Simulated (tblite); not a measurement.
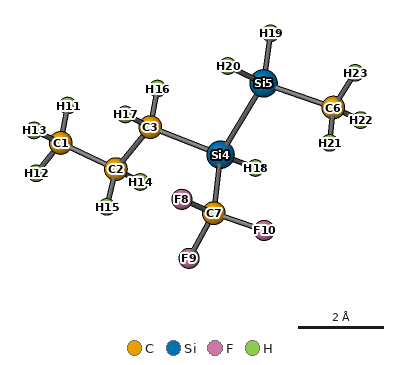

This is the input geometry for a relaxation of C5H13F3Si2. The picture is a ball-and-stick view, seen at a tilt.

These are results of tblite 0.8.0, GFN2-xTB geometry optimisation, gas phase, not measurements.

```xyz
23

C    -3.5829    0.3738    0.8829
C    -2.4678    0.1958   -0.1291
C    -1.0826    0.3318    0.5522
Si    0.3836    0.1543   -0.6138
Si    2.3032    0.4534    0.6409
C     3.7858    0.3070   -0.4499
C     0.5222   -1.5128   -1.3178
F     0.6034   -2.4659   -0.3507
F    -0.5449   -1.8227   -2.0867
F     1.6172   -1.6487   -2.0907
H    -3.5548    1.3694    1.3380
H    -4.5647    0.2660    0.3892
H    -3.5387   -0.3691    1.6918
H    -2.5699    0.9301   -0.9246
H    -2.5617   -0.7899   -0.5800
H    -1.0320    1.3222    1.0381
H    -1.0016   -0.4064    1.3521
H     0.3062    1.2222   -1.6377
H     2.2639    1.8087    1.2614
H     2.3658   -0.5388    1.7411
H     3.8658   -0.6837   -0.8858
H     3.7658    1.0372   -1.2638
H     4.7140    0.4932    0.1359
```

What does the optimiser find from here?

The energy falls by 41.9 kJ/mol in 85 geometry steps. The atom that moves furthest after the best rigid fit is H19 (0.24 Å). By element the largest moves are H 0.24 Å, F 0.23 Å, Si 0.21 Å, C 0.13 Å. Near-neighbour distances that change, for instance: Si4–C7 1.815 → 1.961 Å, Si5–C6 1.846 → 1.898 Å, C6–H23 1.113 → 1.086 Å, C3–Si4 1.882 → 1.906 Å. Among the angles between lasting bonds that change: C7–Si4–H18 113.5° → 100.0°, Si5–Si4–H18 109.0° → 119.7°, C3–Si4–C7 112.7° → 104.5°. The run took 1.6 s on 1 thread of Arm Neoverse N1, on a shared host.

Step by step:

```json
{"step": "0", "E − E(0), kJ/mol": "0.00"}
{"step": "1", "E − E(0), kJ/mol": "-21.94"}
{"step": "2", "E − E(0), kJ/mol": "-27.56"}
{"step": "3", "E − E(0), kJ/mol": "-31.10"}
{"step": "4", "E − E(0), kJ/mol": "-32.74"}
{"step": "5", "E − E(0), kJ/mol": "-34.26"}
{"step": "6", "E − E(0), kJ/mol": "-35.52"}
{"step": "7", "E − E(0), kJ/mol": "-36.71"}
{"step": "8", "E − E(0), kJ/mol": "-37.61"}
{"step": "9", "E − E(0), kJ/mol": "-38.27"}
{"step": "10", "E − E(0), kJ/mol": "-38.73"}
{"step": "14", "E − E(0), kJ/mol": "-39.83"}
{"step": "18", "E − E(0), kJ/mol": "-40.34"}
{"step": "22", "E − E(0), kJ/mol": "-40.63"}
{"step": "26", "E − E(0), kJ/mol": "-40.81"}
{"step": "30", "E − E(0), kJ/mol": "-41.06"}
{"step": "34", "E − E(0), kJ/mol": "-41.27"}
{"step": "38", "E − E(0), kJ/mol": "-41.44"}
{"step": "42", "E − E(0), kJ/mol": "-41.51"}
{"step": "46", "E − E(0), kJ/mol": "-41.55"}
{"step": "49", "E − E(0), kJ/mol": "-41.57"}
{"step": "53", "E − E(0), kJ/mol": "-41.60"}
{"step": "57", "E − E(0), kJ/mol": "-41.66"}
{"step": "61", "E − E(0), kJ/mol": "-41.72"}
{"step": "65", "E − E(0), kJ/mol": "-41.77"}
{"step": "69", "E − E(0), kJ/mol": "-41.79"}
{"step": "73", "E − E(0), kJ/mol": "-41.81"}
{"step": "77", "E − E(0), kJ/mol": "-41.85"}
{"step": "81", "E − E(0), kJ/mol": "-41.88"}
{"step": "85", "E − E(0), kJ/mol": "-41.89"}
```

The structure at the end:

```xyz
23

C    -3.6545    0.3110    0.8096
C    -2.4627    0.2064   -0.1341
C    -1.1394    0.3627    0.6213
Si    0.4232    0.3077   -0.4690
Si    2.4371    0.5155    0.6795
C     3.9052    0.3189   -0.5066
C     0.4189   -1.4948   -1.2414
F     0.3846   -2.4578   -0.2924
F    -0.6125   -1.7516   -2.0692
F     1.5376   -1.7377   -1.9649
H    -3.6645    1.2793    1.3066
H    -4.5859    0.1950    0.2604
H    -3.6068   -0.4644    1.5712
H    -2.5399    0.9795   -0.9011
H    -2.4884   -0.7608   -0.6373
H    -1.1542    1.3131    1.1595
H    -1.0788   -0.4169    1.3856
H     0.1919    1.1065   -1.6852
H     2.5005    1.8480    1.2998
H     2.5558   -0.4689    1.7652
H     3.8695   -0.6355   -1.0243
H     3.9059    1.1000   -1.2619
H     4.8527    0.3721    0.0217
```

The end point in the same view:

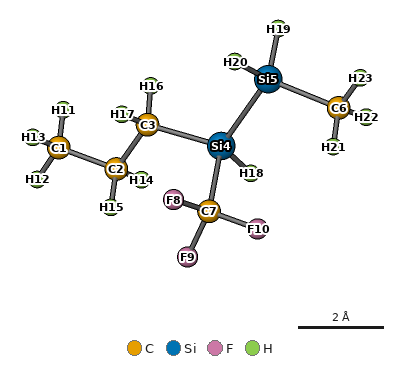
